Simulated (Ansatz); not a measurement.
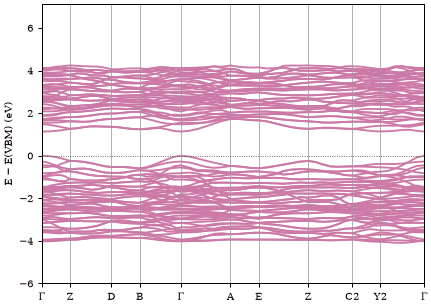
*Band structure from PBE (plane waves, PAW; program Ansatz)*

**Question.** Read off the gap and where the band edges lie.

**Answer.** About 1.1 eV (1.14 eV by a search for the band edges); maximum at Γ, minimum at Γ.

The material is Y$_{3}$Te$_{3}$N in space group P2_1/c (No. 14; Pearson symbol mP28).

The first step of the workflow began from a Materials Project structure, measured or hypothetical; the Crystallography Open Database copy checked does not list it. Its standing as an ambient phase is unchecked. Symmetry was held in the PBE relaxation; its stability against distortions is not shown here. The run is not spin-polarised. Spin–orbit coupling is left out wherever it is not named.

Potentials: the later of the program's two PAW sets.
